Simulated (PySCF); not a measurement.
C₃H₆AlClO

```xyz
12

C     2.8421   -0.3948    0.1398
C     1.5389   -0.6102    0.0000
Al    0.1858    0.7631    0.4518
Cl    0.6946    2.5929    1.1782
O    -1.3980    0.3695    0.2132
C    -2.7095   -0.0534   -0.0210
H     3.5899   -1.1385   -0.1048
H     3.2232    0.5455    0.5111
H     1.2128   -1.5764   -0.3786
H    -3.1288    0.4888   -0.8718
H    -2.7241   -1.1237   -0.2401
H    -3.3257    0.1366    0.8608
```

Geometry: GFN2-xTB.

These are results of PBE0/pcSseg-1, SCF density, gas phase, non-relativistic (PySCF), not measurements.

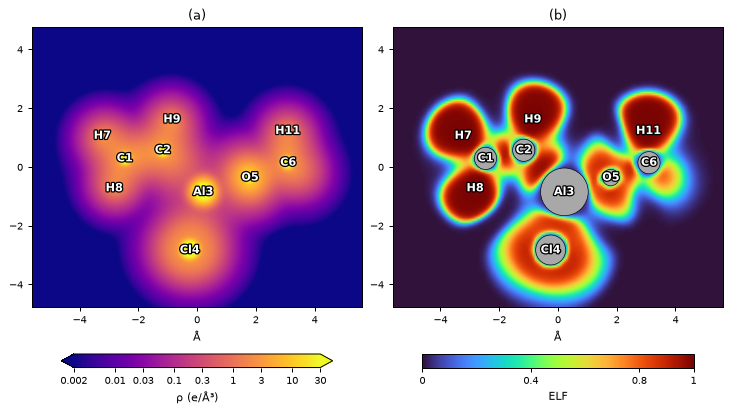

Figure 1. (a) electron density; (b) electron localisation function on the plane of atoms Al3, C2 and H9. Grey discs cover the atomic cores in the ELF map.

Interpret the plot.

Atoms in the plane: C, Al, Cl, O and H. C–C (1.33 Å): ρ at the midpoint is about 2.3 e/Å³; the ELF peaks at about 0.95 between the atoms: a short, multiple covalent bond. C–O (1.40 Å): ρ at the midpoint is about 2 e/Å³, with its minimum of 1.7 e/Å³ about 0.5 Å from C; the ELF peaks at about 0.90 between the atoms: a shared but strongly polarised pair. Al–O (1.65 Å): ρ at the midpoint is about 0.85 e/Å³; the ELF peaks at about 0.85 in the valence shell of O, 0.6 Å from its nucleus, and is about 0.25 at the midpoint. C–Al (1.98 Å): ρ at the midpoint is about 0.69 e/Å³; the ELF peaks at about 0.95 between the atoms (a polar covalent bond). Al–Cl (2.03 Å): ρ is about 0.82 e/Å³ halfway; the ELF peaks at about 0.85 in the valence shell of Cl, 0.9 Å from its nucleus, and is about 0.80 at the midpoint. The ELF also peaks beside Cl4 and O5, away from the bonds: lone-pair regions.

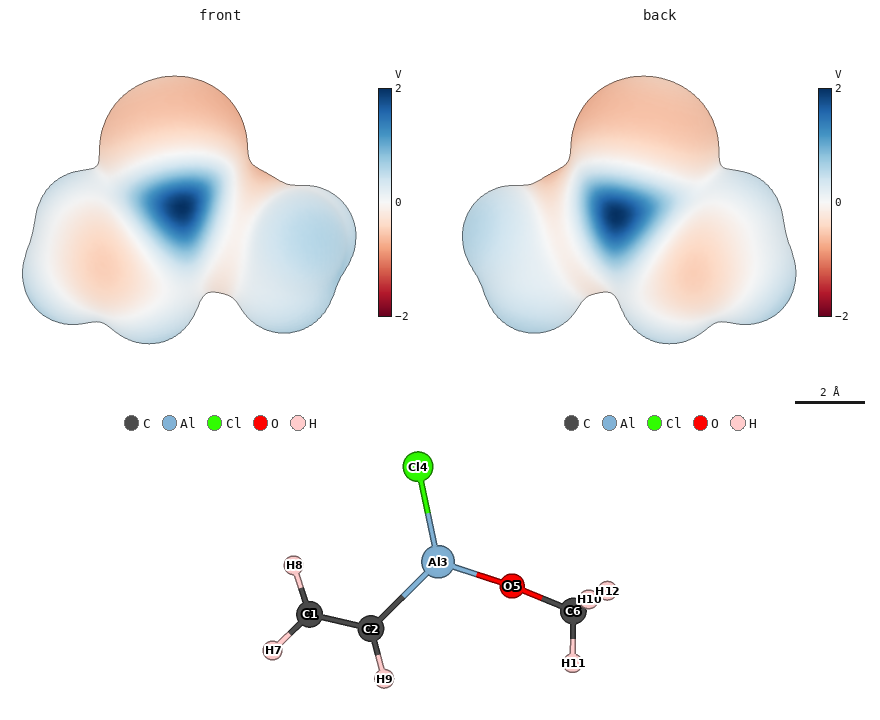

Figure 2. The electrostatic potential painted on the density surface at 0.001 e/bohr³, seen from the front and from behind; the colour scale runs from red (negative) to blue (positive). The bare structure is drawn below in the same view.

Describe the electrostatic potential map.

The most negative region (about −0.7 V, or −16 kcal/mol for a unit charge) lies over Cl4, the most positive (about +1.9 V, or +44 kcal/mol for a unit charge) over Al3.
